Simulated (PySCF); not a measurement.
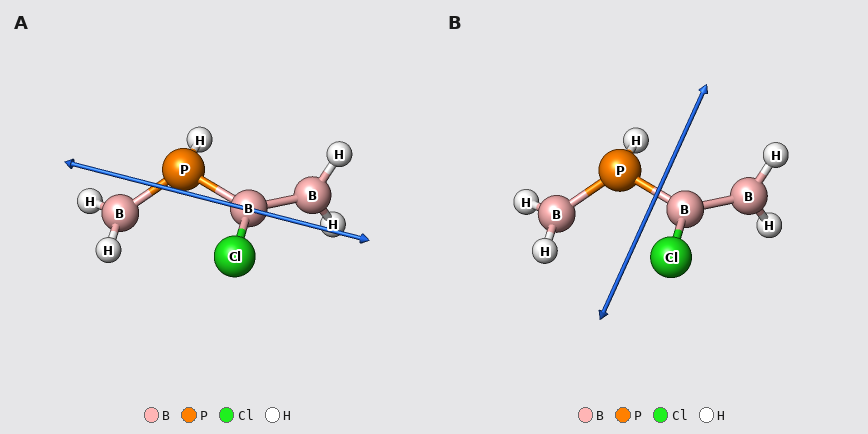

The double arrows show the directions of two transition dipoles from the ground state (lengths mean nothing). The computed structure is the end point of a GFN2-xTB optimisation. No frequency run is at hand to confirm it as a minimum. Method: TDDFT ωB97X-D/def2-SVPD, vertical, gas phase, core orbitals frozen in the response (PySCF 2.14.0).

One belongs to singlet state 4 and one to singlet state 6. Which is which?

Answer. A: state 4, 5.42 eV (229 nm), oscillator strength 0.070, mainly HOMO−1 → LUMO+1 (weight 0.59).
B: state 6, 5.99 eV (207 nm), oscillator strength 0.031, of mixed character, with the largest part HOMO → LUMO+2 (weight 0.23).

The geometry is semi-empirical. Around B, P such bond lengths and angles can be off by a tenth of an ångström or more and by several degrees, and values that hang on the shape move with them.
